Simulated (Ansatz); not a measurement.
FGeH₃NO (charge +1)

```xyz
7

F    -1.2999   -0.0270   -1.2407
Ge   -1.6703   -1.5603   -2.0534
N    -0.8562   -1.7120    0.6643
O    -1.2514   -2.4582   -0.4392
H    -1.5099   -1.8815    1.4462
H    -0.8495   -0.6949    0.4177
H     0.0876   -2.0098    0.9608
```

Geometry: r2SCAN-D4/def2-SVP.

These are results of isolated molecule in a Gaussian basis; Kohn-Sham density functional theory, functional PBE0 (Ansatz), not measurements.

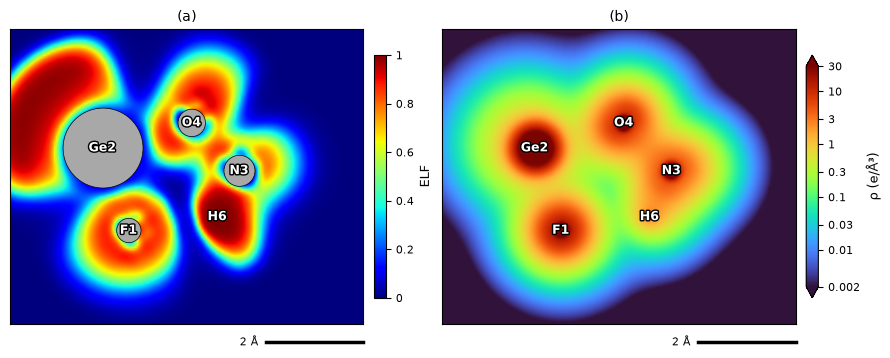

Figure 1. (a) electron localisation function; (b) total electron density on the plane of atoms Ge2, O4 and N3. Grey discs cover the atomic cores in the ELF map.

Q: Read the bonding off the picture.

A:
- The plane passes through F, Ge, N, O and H nuclei.
- N–O (1.39 Å): ρ is about 2.2 e/Å³ halfway; the ELF peaks at about 0.85 between the atoms; a shared electron pair.
- Ge–F (1.77 Å): ρ at the midpoint is about 0.9 e/Å³; the ELF peaks at about 0.80 in the valence shell of F, 0.5 Å from its nucleus, and is about 0.25 at the midpoint.
- Ge–O (1.89 Å): ρ is about 0.76 e/Å³ halfway; the ELF peaks at about 0.85 in the valence shell of O, 0.6 Å from its nucleus, and is about 0.35 at the midpoint.
- N–H (1.05 Å): ρ at the midpoint is about 3 e/Å³; the ELF climbs to about 1 towards the hydrogen, as it does in any bond to H: an ordinary covalent bond to hydrogen.
- The ELF also peaks beside F1 and O4, away from the bonds: lone-pair regions.

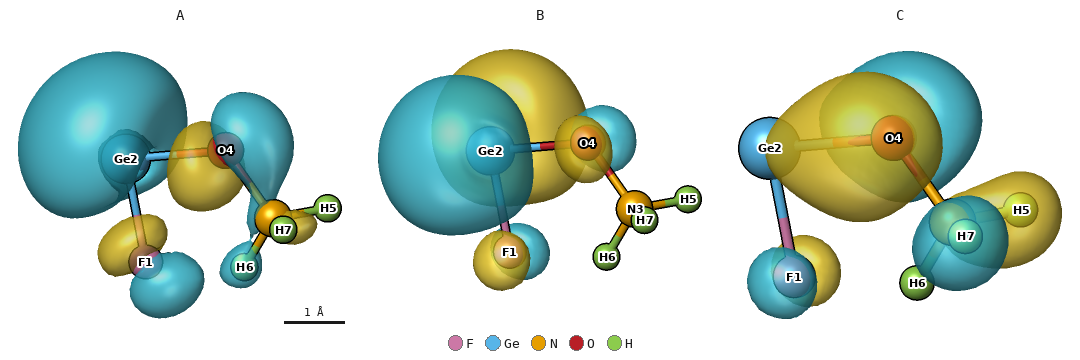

Figure 2. Three frontier orbitals at ±0.1 Å⁻³ᐟ² (yellow and cyan are the two phases), in no order.

Q: Which picture is the HOMO−1, the HOMO and the LUMO?

A: C is the HOMO−1 (−15.14 eV). Its weight (Hirshfeld) is mainly on O4 (about 75 %) and N3 (about 10 %); largely a lone pair of O4. A is the HOMO (−14.18 eV). Its weight (Hirshfeld) is mainly on Ge2 (about 65 %), O4 (about 20 %) and F1 (about 10 %). B is the LUMO (−7.36 eV). By Hirshfeld shares it lies mainly on Ge2 (about 85 %) and O4 (about 5 %).

Q: What is the HOMO–LUMO gap?

A: 6.82 eV between the orbital energies.
